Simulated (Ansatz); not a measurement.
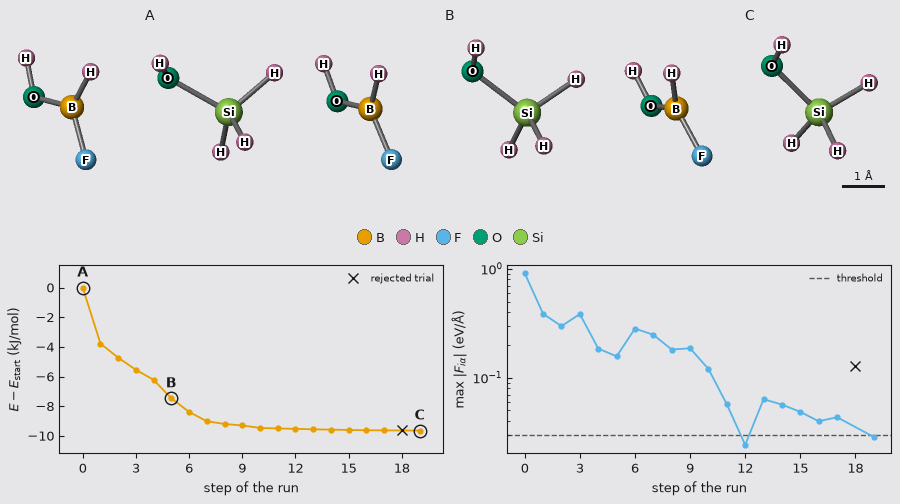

Frames of a relaxation of BSiH6O2F, marked on the history of the run. The picture is a ball-and-stick view, seen at a tilt.

The run prepares an end point of a later path (reaction) calculation, from a guessed geometry.

Theory: Ansatz 0.2.0, RKS B3LYP/def2-SVP.

The input:
```yaml
crystal:
  periodic: [false, false, false]
  atoms:
    - { symbol: B, position_ang: [-0.07679, -0.519945, -0.161747] }
    - { symbol: H, position_ang: [-0.623849, -0.920167, 0.829746] }
    - { symbol: F, position_ang: [1.253268, -0.509393, -0.190296] }
    - { symbol: O, position_ang: [-0.736683, -0.186118, -1.289876] }
    - { symbol: H, position_ang: [-1.696619, -0.197292, -1.190704] }
    - { symbol: O, position_ang: [-0.311883, 1.502016, 1.473824] }
    - { symbol: Si, position_ang: [0.811613, 2.459615, 2.284049] }
    - { symbol: H, position_ang: [1.838703, 1.615565, 2.966413] }
    - { symbol: H, position_ang: [1.4474, 3.338994, 1.26785] }
    - { symbol: H, position_ang: [0.140963, 3.308316, 3.315017] }
    - { symbol: H, position_ang: [-0.520823, 0.624709, 1.868625] }
basis:
  gaussian: { orbitals: def2-SVP }
hamiltonian:
  xc: b3lyp
relax:
  f_tol: 0.03
  max_steps: 50
```

Command:
```bash
ansatz run input.yaml --threads 2 --pin off --max-ram 3072MiB --backend cpu --events-out ev --progress --plain --runs-dir out
```

### What happens along the run?

The energy falls by 9.64 kJ/mol in 18 accepted moves (19 points after the start). Largest force component: 0.91 eV/Å at the start, 0.029 eV/Å at the end. The line search rejected the trial step at point 18 of the run. The forces were under the threshold at step 12, but the run went on from there. The largest moves after the best rigid fit, 0.74 Å, are those of H9 and H11. By element the largest moves are H 0.74 Å, O 0.54 Å, F 0.40 Å, Si 0.23 Å, B 0.11 Å. Some distances before and after: O6–H11 0.984 → 0.966 Å, B1–H2 1.201 → 1.208 Å, B1–F3 1.330 → 1.335 Å, Si7–H9 1.487 → 1.482 Å. Groups turn about O6–Si7 by about 20°. From step 0 to 5: H11 moves most (0.53 Å), energy −7.47 kJ/mol. From step 5 to 19: H9 moves most (0.45 Å), energy −2.17 kJ/mol.

```json
{"step": "0", "E − E(0), kJ/mol": "0.00", "largest force component, eV/Å": "0.9069", "note": ""}
{"step": "1", "E − E(0), kJ/mol": "-3.78", "largest force component, eV/Å": "0.3854", "note": ""}
{"step": "2", "E − E(0), kJ/mol": "-4.73", "largest force component, eV/Å": "0.2974", "note": ""}
{"step": "3", "E − E(0), kJ/mol": "-5.54", "largest force component, eV/Å": "0.3833", "note": ""}
{"step": "4", "E − E(0), kJ/mol": "-6.22", "largest force component, eV/Å": "0.1852", "note": ""}
{"step": "5", "E − E(0), kJ/mol": "-7.47", "largest force component, eV/Å": "0.1568", "note": ""}
{"step": "6", "E − E(0), kJ/mol": "-8.39", "largest force component, eV/Å": "0.2823", "note": ""}
{"step": "7", "E − E(0), kJ/mol": "-9.01", "largest force component, eV/Å": "0.2475", "note": ""}
{"step": "8", "E − E(0), kJ/mol": "-9.20", "largest force component, eV/Å": "0.1812", "note": ""}
{"step": "9", "E − E(0), kJ/mol": "-9.30", "largest force component, eV/Å": "0.1861", "note": ""}
{"step": "10", "E − E(0), kJ/mol": "-9.46", "largest force component, eV/Å": "0.1202", "note": ""}
{"step": "11", "E − E(0), kJ/mol": "-9.50", "largest force component, eV/Å": "0.0570", "note": ""}
{"step": "12", "E − E(0), kJ/mol": "-9.52", "largest force component, eV/Å": "0.0242", "note": ""}
{"step": "13", "E − E(0), kJ/mol": "-9.56", "largest force component, eV/Å": "0.0635", "note": ""}
{"step": "14", "E − E(0), kJ/mol": "-9.58", "largest force component, eV/Å": "0.0566", "note": ""}
{"step": "15", "E − E(0), kJ/mol": "-9.60", "largest force component, eV/Å": "0.0486", "note": ""}
{"step": "16", "E − E(0), kJ/mol": "-9.62", "largest force component, eV/Å": "0.0398", "note": ""}
{"step": "17", "E − E(0), kJ/mol": "-9.63", "largest force component, eV/Å": "0.0434", "note": ""}
{"step": "18", "E − E(0), kJ/mol": "-9.58", "largest force component, eV/Å": "0.1285", "note": "rejected"}
{"step": "19", "E − E(0), kJ/mol": "-9.64", "largest force component, eV/Å": "0.0286", "note": ""}
```
